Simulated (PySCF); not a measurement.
# C2H4ClF (1-chloro-1-fluoroethane) at 5 levels

Aim: a comparison of 5 runs (HF/3-21G, HF/def2-SVP, B3LYP/6-31G*, PBE0/def2-SVP, MP2/6-31G**) of C2H4ClF (1-chloro-1-fluoroethane). 

Program for the calculation: PySCF 2.14.0.

## 1. The structure to begin with

The species is C2H4ClF (8 atoms), meant as a singlet with charge 0. SMILES: `CC(F)Cl`. The coordinates come from a PBE0-D4/def2-TZVP relaxation.

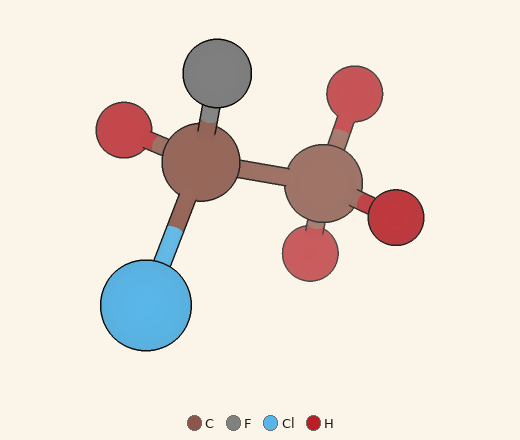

The structure, seen from a chosen angle (carbon brown, fluorine grey, chlorine blue, hydrogen red).

## 2. Energy and forces at HF/3-21G (run 1)

Input file calc.py:

```python
from pyscf import gto, scf

mol = gto.M(
    atom='''
C      0.044975     1.508001    -0.119620
C     -0.101100    -1.289171     0.304057
F      1.937725    -2.086825     1.660313
Cl    -0.153824    -2.960634    -2.621239
H     -1.600220     2.155044    -1.176166
H      0.093919     2.466471     1.707745
H      1.751776     1.973630    -1.175977
H     -1.799208    -1.874608     1.315627
''',
    basis='3-21g',
    max_memory=1860,
    unit='bohr',
    verbose=3,
    spin=0,
    charge=0,
)

mf = scf.RHF(mol)
mf.conv_tol = 1e-10
mf.kernel()
if not mf.converged:
    mf = mf.newton().run(mf.mo_coeff, mf.mo_occ)

energy = mf.e_tot
print('E = %.10f Eh' % energy)
grad = mf.nuc_grad_method().kernel()
mf.analyze()
```

The run is started by

```console
$ OMP_NUM_THREADS=1 python calc.py
```

The program printed:

```text
converged SCF energy = -633.821025722073
E = -633.8210257221 Eh
--------------- RHF gradients ---------------
         x                y                z
0 C     0.0018640465    -0.0111818268     0.0028963249
1 C     0.0263182004    -0.0134998047    -0.0355674840
2 F    -0.0182234971     0.0054312299    -0.0085724760
3 Cl    -0.0001639627     0.0193856108     0.0348357845
4 H    -0.0057610496     0.0015813209    -0.0035574956
5 H    -0.0006108003     0.0028435382     0.0058866375
6 H     0.0051124117     0.0014701174    -0.0040044900
7 H    -0.0085353490    -0.0060301857     0.0080831987
----------------------------------------------
**** MO energy ****
MO #1   energy= -104.099682224513  occ= 2
MO #2   energy= -26.1697532497034  occ= 2
MO #3   energy= -11.3404103664376  occ= 2
MO #4   energy= -11.1947599958667  occ= 2
MO #5   energy= -10.4974870453226  occ= 2
MO #6   energy= -7.9613302311431   occ= 2
MO #7   energy= -7.95671673300078  occ= 2
MO #8   energy= -7.95666629025209  occ= 2
MO #9   energy= -1.61566556944949  occ= 2
MO #10  energy= -1.16320380217493  occ= 2
MO #11  energy= -1.03109774169472  occ= 2
MO #12  energy= -0.865329910802816 occ= 2
MO #13  energy= -0.738991370661046 occ= 2
MO #14  energy= -0.695444186292659 occ= 2
MO #15  energy= -0.681410133467306 occ= 2
MO #16  energy= -0.603044499051299 occ= 2
MO #17  energy= -0.574231397308816 occ= 2
MO #18  energy= -0.548848292378473 occ= 2
MO #19  energy= -0.504052878040796 occ= 2
MO #20  energy= -0.462900764892786 occ= 2
MO #21  energy= -0.449843641268632 occ= 2
MO #22  energy= 0.195907207478362  occ= 0
MO #23  energy= 0.264027104589621  occ= 0
MO #24  energy= 0.290038906682321  occ= 0
MO #25  energy= 0.309454498866166  occ= 0
MO #26  energy= 0.338584235487528  occ= 0
MO #27  energy= 0.375580665443284  occ= 0
MO #28  energy= 0.410525815631435  occ= 0
MO #29  energy= 0.711643502102114  occ= 0
MO #30  energy= 0.787111978561268  occ= 0
MO #31  energy= 0.813541037118075  occ= 0
MO #32  energy= 0.816381856169138  occ= 0
MO #33  energy= 0.915355468149847  occ= 0
MO #34  energy= 0.964305009768633  occ= 0
MO #35  energy= 0.97303049855731   occ= 0
MO #36  energy= 1.05463523074761   occ= 0
MO #37  energy= 1.08024304434367   occ= 0
MO #38  energy= 1.1411954761435    occ= 0
MO #39  energy= 1.28388177667488   occ= 0
MO #40  energy= 1.32470951887503   occ= 0
MO #41  energy= 1.33627218179641   occ= 0
MO #42  energy= 1.35704628112145   occ= 0
MO #43  energy= 1.85849008443882   occ= 0
MO #44  energy= 2.21242646664834   occ= 0
MO #45  energy= 2.36151876777367   occ= 0
MO #46  energy= 2.37864525234241   occ= 0
MO #47  energy= 2.46469509806768   occ= 0
MO #48  energy= 4.01912826966791   occ= 0
 ** Mulliken atomic charges  **
charge of    0C =     -0.27807
charge of    1C =      0.25274
charge of    2F =     -0.30143
charge of    3Cl =     -0.13643
charge of    4H =      0.11166
charge of    5H =      0.11206
charge of    6H =      0.11718
charge of    7H =      0.12228
Dipole moment(X, Y, Z, Debye): -1.54726,  2.21456,  0.89990
```

It took 1.6 s on 1 thread of Intel Xeon at 2.70GHz, shared host; peak memory 0.12 GiB.

## 3. Energy and gradient at HF/def2-SVP (run 2)

Input file input.py:

```python
from pyscf import gto, scf

molecule = gto.M(
    atom='''
C      0.044975     1.508001    -0.119620
C     -0.101100    -1.289171     0.304057
F      1.937725    -2.086825     1.660313
Cl    -0.153824    -2.960634    -2.621239
H     -1.600220     2.155044    -1.176166
H      0.093919     2.466471     1.707745
H      1.751776     1.973630    -1.175977
H     -1.799208    -1.874608     1.315627
''',
    max_memory=1860,
    unit='bohr',
    basis='def2-svp',
    verbose=4,
)

myscf = scf.RHF(molecule)
myscf.conv_tol = 1e-10
myscf.kernel()
if not myscf.converged:
    myscf = myscf.newton().run(myscf.mo_coeff, myscf.mo_occ)

energy = myscf.e_tot
print('E = %.10f Eh' % energy)
grad = myscf.nuc_grad_method().kernel()
dip = myscf.dip_moment()
pop, q = myscf.mulliken_pop()
```

The run is started by

```console
$ OMP_NUM_THREADS=1 python input.py
```

The program printed:

```text
PySCF version 2.14.0

[... 62 lines left out ...]
converged SCF energy = -636.716818028037
[... 12 lines left out ...]
Dipole moment(X, Y, Z, Debye): -1.46379,  1.86644,  0.57140
[... 50 lines left out ...]
pop of  3 Cl 3px          0.76672
pop of  3 Cl 3py          0.71888
pop of  3 Cl 3pz          0.61352
pop of  3 Cl 4px          1.20885
pop of  3 Cl 4py          1.10825
pop of  3 Cl 4pz          0.86093
pop of  3 Cl 3dxy         0.00084
pop of  3 Cl 3dyz         0.01569
pop of  3 Cl 3dz^2        0.01282
pop of  3 Cl 3dxz         0.00295
pop of  3 Cl 3dx2-y2      0.00222
pop of  4 H 1s            0.75302
pop of  4 H 2s            0.16682
pop of  4 H 2px           0.01317
pop of  4 H 2py           0.00487
pop of  4 H 2pz           0.00805
pop of  5 H 1s            0.75198
pop of  5 H 2s            0.16408
pop of  5 H 2px           0.00401
pop of  5 H 2py           0.00678
pop of  5 H 2pz           0.01522
pop of  6 H 1s            0.74832
pop of  6 H 2s            0.16198
pop of  6 H 2px           0.01418
pop of  6 H 2py           0.00381
pop of  6 H 2pz           0.00788
pop of  7 H 1s            0.77158
pop of  7 H 2s            0.13530
pop of  7 H 2px           0.01368
pop of  7 H 2py           0.00401
pop of  7 H 2pz           0.00579
 ** Mulliken atomic charges  **
charge of    0C =     -0.05066
charge of    1C =      0.37128
charge of    2F =     -0.35017
charge of    3Cl =     -0.21594
charge of    4H =      0.05408
charge of    5H =      0.05793
charge of    6H =      0.06384
charge of    7H =      0.06965
```

It took 4.5 s on 1 thread of Intel Xeon at 2.70GHz, shared host; peak memory 0.16 GiB.

## 4. Energy and forces at B3LYP/6-31G(d) (Cartesian functions) (run 3)

Input file input.py:

```python
import pyscf.grad
from pyscf import gto, dft

mol = gto.Mole()
mol.atom = '''
C      0.023800     0.798000    -0.063300
C     -0.053500    -0.682200     0.160900
F      1.025400    -1.104300     0.878600
Cl    -0.081400    -1.566700    -1.387100
H     -0.846800     1.140400    -0.622400
H      0.049700     1.305200     0.903700
H      0.927000     1.044400    -0.622300
H     -0.952100    -0.992000     0.696200
'''
mol.basis = '6-31g*'
mol.max_memory = 1860
mol.verbose = 4
mol.cart = True
mol.build()

calc0 = dft.RKS(mol, xc='b3lyp')
calc0.conv_tol = 1e-10
calc0.grids.level = 5
calc0.kernel()
if not calc0.converged:
    calc0 = calc0.newton().run(calc0.mo_coeff, calc0.mo_occ)

e_final = calc0.e_tot
print('E(%s) = %.9f' % ('B3LYP', e_final))
grad = calc0.Gradients().kernel()
dip = calc0.dip_moment()
pop, q = calc0.mulliken_pop()
```

The run is started by

```console
$ OMP_NUM_THREADS=1 python input.py
```

The program printed:

```text
PySCF version 2.14.0

[... 77 lines left out ...]
converged SCF energy = -638.65593551523
[... 13 lines left out ...]
Dipole moment(X, Y, Z, Debye): -1.09656,  1.72766,  0.76511
[... 42 lines left out ...]
pop of  2  F 3dxz         0.00508
pop of  2  F 3dyy         0.00818
pop of  2  F 3dyz         0.00182
pop of  2  F 3dzz         0.01369
pop of  3 Cl 1s           1.99865
pop of  3 Cl 2s           1.98783
pop of  3 Cl 3s           1.46324
pop of  3 Cl 4s           0.53344
pop of  3 Cl 2px          1.99242
pop of  3 Cl 2py          1.99143
pop of  3 Cl 2pz          1.98951
pop of  3 Cl 3px          1.31562
pop of  3 Cl 3py          1.23832
pop of  3 Cl 3pz          1.06455
pop of  3 Cl 4px          0.63965
pop of  3 Cl 4py          0.54389
pop of  3 Cl 4pz          0.32597
pop of  3 Cl 3dxx        -0.02081
pop of  3 Cl 3dxy         0.00081
pop of  3 Cl 3dxz         0.00289
pop of  3 Cl 3dyy        -0.01455
pop of  3 Cl 3dyz         0.01067
pop of  3 Cl 3dzz         0.00374
pop of  4  H 1s           0.52418
pop of  4  H 2s           0.30412
pop of  5  H 1s           0.52396
pop of  5  H 2s           0.30350
pop of  6  H 1s           0.52224
pop of  6  H 2s           0.29264
pop of  7  H 1s           0.53860
pop of  7  H 2s           0.28308
 ** Mulliken atomic charges  **
charge of    0C =     -0.46494
charge of    1C =      0.09690
charge of    2F =     -0.27237
charge of    3Cl =     -0.06729
charge of    4H =      0.17170
charge of    5H =      0.17254
charge of    6H =      0.18513
charge of    7H =      0.17832
```

Run time: 23 s. Hardware: 1 thread of Intel Xeon at 2.70GHz, shared host; peak memory 0.71 GiB.

Run 4 isn't shown in full; the table further down has it.

## 5. Energy and forces at MP2/6-31G(d,p) (spherical functions) (run 5)

Input file input.py:

```python
# CC(F)Cl
from pyscf import gto, mp

system = gto.M(
    atom='''
C      0.023800     0.798000    -0.063300
C     -0.053500    -0.682200     0.160900
F      1.025400    -1.104300     0.878600
Cl    -0.081400    -1.566700    -1.387100
H     -0.846800     1.140400    -0.622400
H      0.049700     1.305200     0.903700
H      0.927000     1.044400    -0.622300
H     -0.952100    -0.992000     0.696200
''',
    max_memory=1860,
    spin=0,
    verbose=4,
    basis='6-31g**',
)

mf = system.RHF()
mf.conv_tol = 1e-10
mf.kernel()
if not mf.converged:
    mf = mf.newton().run(mf.mo_coeff, mf.mo_occ)

pt = mp.MP2(mf, frozen=8).run()
e_tot = pt.e_tot
print('Final energy', e_tot)
grad = pt.nuc_grad_method().kernel()
mf.analyze()
```

The run is started by

```console
$ OMP_NUM_THREADS=1 python input.py
```

The program printed:

```text
PySCF version 2.14.0

[... 88 lines left out ...]
DFT Exchange-Correlation Energy =      -49.483207490375776
[... 9 lines left out ...]
MO #8   energy= -8.0194041327177   occ= 2
[... 7 lines left out ...]
MO #16  energy= -0.602384151166375 occ= 2
[... 7 lines left out ...]
MO #24  energy= 0.267646911228951  occ= 0
[... 7 lines left out ...]
MO #32  energy= 0.65177708650794   occ= 0
[... 7 lines left out ...]
MO #40  energy= 1.096710826871     occ= 0
[... 7 lines left out ...]
MO #48  energy= 1.40079938747143   occ= 0
[... 7 lines left out ...]
MO #56  energy= 2.01692588853324   occ= 0
[... 7 lines left out ...]
MO #64  energy= 2.3884193769078    occ= 0
[... 7 lines left out ...]
MO #72  energy= 3.02344708768495   occ= 0
[... 7 lines left out ...]
MO #80  energy= 3.82507070143584   occ= 0
[... 52 lines left out ...]
pop of  3 Cl 3py          1.81147
pop of  3 Cl 3pz          1.44902
pop of  3 Cl 4px          0.00167
pop of  3 Cl 4py          0.00318
pop of  3 Cl 4pz          0.00633
pop of  3 Cl 3dxy         0.00028
pop of  3 Cl 3dyz         0.00663
pop of  3 Cl 3dz^2        0.00485
pop of  3 Cl 3dxz         0.00067
pop of  3 Cl 3dx2-y2      0.00073
pop of  4 H 1s            0.88084
pop of  4 H 2s            0.00710
pop of  4 H 2px           0.00069
pop of  4 H 2py           0.00021
pop of  4 H 2pz           0.00034
pop of  5 H 1s            0.88253
pop of  5 H 2s            0.00747
pop of  5 H 2px           0.00001
pop of  5 H 2py           0.00034
pop of  5 H 2pz           0.00085
pop of  6 H 1s            0.87600
pop of  6 H 2s            0.00797
pop of  6 H 2px           0.00078
pop of  6 H 2py           0.00010
pop of  6 H 2pz           0.00031
pop of  7 H 1s            0.87005
pop of  7 H 2s            0.01048
pop of  7 H 2px           0.00101
pop of  7 H 2py           0.00026
pop of  7 H 2pz           0.00053
 ** Mulliken atomic charges  **
charge of    0C =     -0.27987
charge of    1C =      0.30798
charge of    2F =     -0.33801
charge of    3Cl =     -0.14223
charge of    4H =      0.11082
charge of    5H =      0.10880
charge of    6H =      0.11484
charge of    7H =      0.11767
Dipole moment(X, Y, Z, Debye): -1.36203,  1.92984,  0.73190
```

Wall time 12 s (1 thread of Intel Xeon at 2.70GHz, shared host); peak memory 0.44 GiB.

## 6. All runs side by side

| run | level | Cartesian functions | integration grid | energy (Eh) | dipole moment (D) of the reference | HOMO energy (eV) | LUMO energy (eV) | wall time |
| --- | --- | --- | --- | --- | --- | --- | --- | --- |
| 1 | HF/3-21G | no | – | -633.821026 | 2.85 | -12.24 | 5.33 | 1.6 s |
| 2 | HF/def2-SVP | no | – | -636.716818 | 2.44 | -12.09 | 4.75 | 4.5 s |
| 3 | B3LYP/6-31G* (Cartesian functions) | yes | 5 | -638.655936 | 2.18 | -8.29 | 0.78 | 23 s |
| 4 | PBE0/def2-SVP | no | 5 | -638.040586 | 2.14 | -8.52 | 1.35 | 23 s |
| 5 | MP2/6-31G** (spherical functions) | no | – | -637.565813 | 2.47 | -12.14 | 5.23 | 12 s |

## 7. What came out

```
                                          quantity          value
                               run 5: total energy  -637.56581 Eh
       run 5: dipole moment (Hartree–Fock density)         2.47 D
        run 5: HOMO energy (Hartree–Fock orbitals)      -12.14 eV
        run 5: LUMO energy (Hartree–Fock orbitals)        5.23 eV
      run 5: HOMO–LUMO gap (Hartree–Fock orbitals)       17.37 eV
run 5: correlation energy (8 core orbitals frozen)     -581.6 mEh
                   run 5: largest force on an atom     0.641 eV/Å
```

Over runs 1, 2, 3, 4 the dipole moment (its size) runs from 2.14 D (PBE0/def2-SVP) to 2.85 D (HF/3-21G). The two ends differ in method and basis. Over runs 1, 2, 3, 4 the HOMO–LUMO gap runs from 9.06 eV (B3LYP/6-31G*) to 17.57 eV (HF/3-21G). Totals of different functionals can't be ranked against each other. All runs together took 64 s, the longest 23 s.
